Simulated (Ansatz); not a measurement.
## Molecular dynamics of GaN2H4Cl (part 2 of 2)

The same run, continued: GaN2H4Cl; RKS BLYP/6-31G* (Ansatz 0.2.0). The geometry comes from this level: PBE0-D4/def2-TZVP.

Geometry of the input (Å):
```
N  -0.4340  1.5640  -0.2933
Ga -0.2646  -0.2356  -0.2943
N  0.8516  -1.1923  0.7573
Cl -1.4970  -1.3326  -1.6644
H  -1.2206  1.9916  -0.7522
H  -0.0947  2.1286  0.4670
H  1.6265  -0.7651  1.2359
H  1.0329  -2.1587  0.5439
```

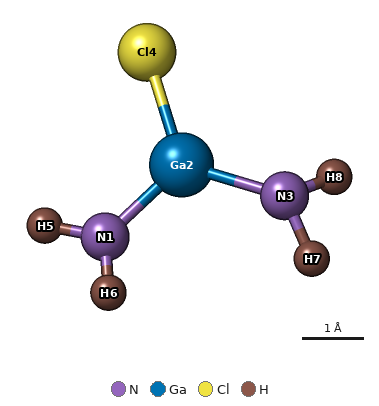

*The geometry at step 13 of the log (ball-and-stick view, seen at a tilt; atoms are numbered from 1 in the order of the input).*

## Trajectory as extended XYZ, continued
```
8
Properties=species:S:1:pos:R:3:forces:R:3 step=6 time_fs=6.0 energy=-67940.51674 temperature=1258.8
N    -0.4394    1.4981   -0.3012    0.7490   2.6108   1.1832
Ga   -0.2801   -0.2568   -0.3075    1.2358  -0.6542   1.2733
N     0.9131   -1.0807    0.8306   -1.6388  -2.8825  -1.4261
Cl   -1.4761   -1.3083   -1.6787   -0.7259  -0.8536  -0.8463
H    -1.1270    1.9824   -0.8710   -0.0004   0.2404   0.0635
H     0.0444    2.1050    0.4331   -0.9685  -0.9045  -1.3382
H     1.5659   -0.7507    1.4881    0.9543   0.8161   1.0283
H     0.7958   -2.1384    0.8792    0.3944   1.6275   0.0623
8
Properties=species:S:1:pos:R:3:forces:R:3 step=7 time_fs=7.0 energy=-67940.34117 temperature=1121.4
N    -0.4373    1.4868   -0.2997    1.1424   2.8359   1.6179
Ga   -0.2821   -0.2597   -0.3085    1.4585  -0.8702   1.5032
N     0.9277   -1.0656    0.8437   -3.4354  -3.1775  -3.4946
Cl   -1.4723   -1.3035   -1.6833   -0.7482  -0.8991  -0.8820
H    -1.0952    1.9802   -0.8723   -0.4426   0.4832  -0.3671
H     0.0497    2.1134    0.4237   -0.9645  -1.1233  -1.3747
H     1.5271   -0.7683    1.5006    2.7304   1.9641   3.0666
H     0.7688   -2.0909    0.9451    0.2593   0.7869  -0.0692
8
Properties=species:S:1:pos:R:3:forces:R:3 step=8 time_fs=8.0 energy=-67940.32276 temperature=1172.4
N    -0.4351    1.4795   -0.2958    0.8915   2.6820   1.2760
Ga   -0.2842   -0.2630   -0.3084    1.6179  -0.9761   1.6925
N     0.9423   -1.0527    0.8552   -3.2353  -2.5112  -3.7375
Cl   -1.4691   -1.2984   -1.6890   -0.7568  -0.9279  -0.9048
H    -1.0714    1.9804   -0.8800   -0.5749   0.5008  -0.5474
H     0.0447    2.1117    0.3976   -0.6069  -0.8651  -0.8758
H     1.5099   -0.7674    1.5432    2.6340   2.2021   3.2480
H     0.7543   -2.0447    1.0127    0.0305  -0.1046  -0.1510
8
Properties=species:S:1:pos:R:3:forces:R:3 step=9 time_fs=9.0 energy=-67940.44308 temperature=1351.5
N    -0.4316    1.4738   -0.2909   -0.3516   2.2957  -0.2184
Ga   -0.2860   -0.2663   -0.3066    1.6815  -1.0515   1.8159
N     0.9563   -1.0435    0.8639   -1.2647  -1.1788  -1.7069
Cl   -1.4667   -1.2932   -1.6953   -0.7473  -0.9356  -0.9079
H    -1.0591    1.9915   -0.8946   -0.1893   0.0506  -0.2387
H     0.0317    2.0993    0.3547    0.2467   0.0482   0.3002
H     1.5115   -0.7478    1.6190    0.8171   1.5083   1.1514
H     0.7418   -2.0048    1.0859   -0.1925  -0.7369  -0.1957
8
Properties=species:S:1:pos:R:3:forces:R:3 step=10 time_fs=10.0 energy=-67940.32983 temperature=1304.4
N    -0.4276    1.4687   -0.2857   -2.0087   1.4571  -2.2043
Ga   -0.2872   -0.2695   -0.3036    1.6768  -1.0976   1.8855
N     0.9692   -1.0356    0.8710    0.4203  -0.3210   0.6004
Cl   -1.4647   -1.2884   -1.7010   -0.7282  -0.9311  -0.8971
H    -1.0485    2.0058   -0.9128    0.2599  -0.4892   0.1835
H     0.0222    2.0843    0.3068    1.4566   1.4817   1.8574
H     1.5209   -0.7171    1.7065   -0.7690   0.7538  -1.1343
H     0.7274   -1.9713    1.1636   -0.3078  -0.8537  -0.2911
8
Properties=species:S:1:pos:R:3:forces:R:3 step=11 time_fs=11.0 energy=-67940.09478 temperature=1186.4
N    -0.4255    1.4635   -0.2814   -2.9553   1.0291  -3.1819
Ga   -0.2879   -0.2722   -0.3000    1.6576  -1.1796   1.9321
N     0.9822   -1.0285    0.8789    1.0571  -0.4102   2.1595
Cl   -1.4626   -1.2846   -1.7065   -0.7022  -0.9162  -0.8722
H    -1.0373    2.0112   -0.9284    0.4762  -0.7842   0.4261
H     0.0332    2.0807    0.2694    2.1768   2.2850   2.5805
H     1.5231   -0.6791    1.7820   -1.4951   0.3046  -2.4649
H     0.7078   -1.9474    1.2450   -0.2151  -0.3285  -0.5792
8
Properties=species:S:1:pos:R:3:forces:R:3 step=12 time_fs=12.0 energy=-67940.03651 temperature=1156.4
N    -0.4258    1.4577   -0.2800   -2.3014   2.1806  -2.2901
Ga   -0.2888   -0.2751   -0.2962    1.6671  -1.3042   1.9872
N     0.9941   -1.0227    0.8903    0.9773  -0.8794   3.0689
Cl   -1.4607   -1.2809   -1.7120   -0.6845  -0.9057  -0.8531
H    -1.0278    2.0037   -0.9429    0.5339  -0.8054   0.5253
H     0.0713    2.0959    0.2575    1.4426   1.2686   1.5712
H     1.5076   -0.6346    1.8337   -1.6612   0.0524  -3.0142
H     0.6800   -1.9279    1.3262    0.0261   0.3930  -0.9953
8
Properties=species:S:1:pos:R:3:forces:R:3 step=13 time_fs=13.0 energy=-67940.06609 temperature=1251.4
N    -0.4281    1.4534   -0.2811   -0.8819   3.5575  -0.7975
Ga   -0.2897   -0.2789   -0.2923    1.7031  -1.3772   2.0376
N     1.0061   -1.0174    0.9055    0.5685  -1.1644   3.4080
Cl   -1.4596   -1.2776   -1.7176   -0.6704  -0.8961  -0.8365
H    -1.0125    1.9886   -0.9588    0.4407  -0.5848   0.4605
H     0.1249    2.1161    0.2646    0.0967  -0.2819   0.1271
H     1.4717   -0.5871    1.8600   -1.5192  -0.0744  -3.0785
H     0.6509   -1.9045    1.3955    0.2624   0.8214  -1.3207
8
Properties=species:S:1:pos:R:3:forces:R:3 step=14 time_fs=14.0 energy=-67940.12403 temperature=1282.6
N    -0.4311    1.4525   -0.2821    0.3832   4.1041   0.4108
Ga   -0.2901   -0.2833   -0.2876    1.7474  -1.3523   2.0494
N     1.0188   -1.0136    0.9222   -0.0367  -1.2392   3.1516
Cl   -1.4582   -1.2751   -1.7234   -0.6514  -0.8746  -0.8106
H    -0.9910    1.9717   -0.9721    0.1874  -0.2128   0.1845
H     0.1765    2.1338    0.2716   -0.9263  -1.2839  -0.8169
H     1.4142   -0.5385    1.8580   -1.1316  -0.0325  -2.6974
H     0.6234   -1.8735    1.4496    0.4280   0.8912  -1.4714
8
Properties=species:S:1:pos:R:3:forces:R:3 step=15 time_fs=15.0 energy=-67940.23544 temperature=1380.4
N    -0.4349    1.4553   -0.2832    1.2818   3.7906   1.2801
Ga   -0.2908   -0.2879   -0.2820    1.8000  -1.2338   2.0107
N     1.0312   -1.0115    0.9398   -0.7457  -1.2760   2.1534
Cl   -1.4562   -1.2726   -1.7295   -0.6355  -0.8480  -0.7814
H    -0.9712    1.9524   -0.9811   -0.2024   0.2646  -0.3104
H     0.2142    2.1425    0.2648   -1.4320  -1.6550  -1.1929
H     1.3461   -0.4886    1.8261   -0.5622   0.2962  -1.7570
H     0.5985   -1.8341    1.4884    0.4960   0.6614  -1.4025
8
Properties=species:S:1:pos:R:3:forces:R:3 step=16 time_fs=16.0 energy=-67940.36316 temperature=1546.7
N    -0.4383    1.4609   -0.2841    1.5958   2.9791   1.6456
Ga   -0.2915   -0.2927   -0.2759    1.8484  -1.0673   1.9124
N     1.0436   -1.0110    0.9590   -1.3768  -1.4310   0.4921
Cl   -1.4545   -1.2702   -1.7355   -0.6196  -0.8178  -0.7468
H    -0.9546    1.9340   -0.9944   -0.5010   0.6258  -0.7345
H     0.2314    2.1345    0.2439   -1.4256  -1.4827  -1.1213
H     1.2827   -0.4317    1.7733    0.0238   0.9725  -0.3646
H     0.5731   -1.7847    1.5171    0.4549   0.2215  -1.0830
8
Properties=species:S:1:pos:R:3:forces:R:3 step=17 time_fs=17.0 energy=-67940.45285 temperature=1486.6
N    -0.4400    1.4674   -0.2846    1.1380   1.9170   1.3291
Ga   -0.2918   -0.2973   -0.2701    1.8682  -0.9084   1.7603
N     1.0555   -1.0115    0.9787   -1.5157  -1.3189  -1.1466
Cl   -1.4530   -1.2679   -1.7415   -0.6021  -0.7837  -0.7088
H    -0.9411    1.9169   -1.0161   -0.5528   0.7332  -0.8468
H     0.2294    2.1121    0.2141   -0.8827  -0.8121  -0.6710
H     1.2273   -0.3667    1.7190    0.3889   1.6767   0.7416
H     0.5526   -1.7246    1.5379    0.1582  -0.5038  -0.4578
8
Properties=species:S:1:pos:R:3:forces:R:3 step=18 time_fs=18.0 energy=-67940.47834 temperature=1453.7
N    -0.4411    1.4746   -0.2855    0.0254   0.6478   0.4550
Ga   -0.2917   -0.3020   -0.2645    1.8437  -0.7450   1.5625
N     1.0658   -1.0125    0.9976   -1.0524  -0.3534  -2.0241
Cl   -1.4516   -1.2656   -1.7472   -0.5875  -0.7510  -0.6743
H    -0.9318    1.9033   -1.0422   -0.4154   0.6513  -0.6779
H     0.2178    2.0856    0.1815    0.1345   0.2473   0.0638
H     1.1752   -0.2903    1.6735    0.4349   1.6242   0.8888
H     0.5361   -1.6673    1.5491   -0.3834  -1.3212   0.4062
8
Properties=species:S:1:pos:R:3:forces:R:3 step=19 time_fs=19.0 energy=-67940.42852 temperature=1398.4
N    -0.4427    1.4821   -0.2874   -1.4991  -0.5844  -0.8079
Ga   -0.2912   -0.3070   -0.2588    1.7721  -0.5750   1.3218
N     1.0743   -1.0132    1.0161   -0.5482   1.2301  -1.9586
Cl   -1.4508   -1.2637   -1.7530   -0.5667  -0.7149  -0.6317
H    -0.9257    1.8979   -1.0730   -0.0980   0.3938  -0.2013
H     0.2059    2.0632    0.1515    1.3891   1.4381   0.8890
H     1.1244   -0.2015    1.6364    0.3600   0.5272   0.3011
H     0.5143   -1.6239    1.5585   -0.8091  -1.7150   1.0876
8
Properties=species:S:1:pos:R:3:forces:R:3 step=20 time_fs=20.0 energy=-67940.33971 temperature=1399.8
N    -0.4460    1.4892   -0.2900   -2.3265  -1.1745  -1.5142
Ga   -0.2907   -0.3122   -0.2527    1.6683  -0.4081   1.0527
N     1.0820   -1.0142    1.0331   -0.6692   2.5354  -1.2336
Cl   -1.4508   -1.2622   -1.7596   -0.5341  -0.6730  -0.5734
H    -0.9129    1.9013   -1.1021    0.1243   0.1502   0.1857
H     0.2051    2.0575    0.1283    2.0384   1.9755   1.2551
H     1.0726   -0.1069    1.6045    0.3761  -1.0605  -0.3230
H     0.4837   -1.6016    1.5729   -0.6773  -1.3449   1.1507
```

## Key numbers

| quantity | value |
| --- | --- |
| outcome | finished |
| mean temperature over the second half | 1350 K |
| trajectory | 20 steps, 20 fs |
| ensemble | nvt_langevin |
| temperature in the input | 1500 K |
| time step | 1 fs |
| potential energy (last step) | −67940.3401 eV |
| SCF solution under orbital rotations (last step) | stable |
| largest force (length of the vector) (last step) | 3.104 eV/Å |
| dipole moment (last step) | 2.61 D |
| hardware | 4 threads of Arm Neoverse V1, 23 GiB of memory available, shared host |
| wall time | 21 s (CPU time 75 s) |
| peak memory | 0.15 GiB |

## Notes

So short a trajectory is not equilibrated. The logged temperature at the start can lie below the typed one, since it is counted over all degrees of freedom.
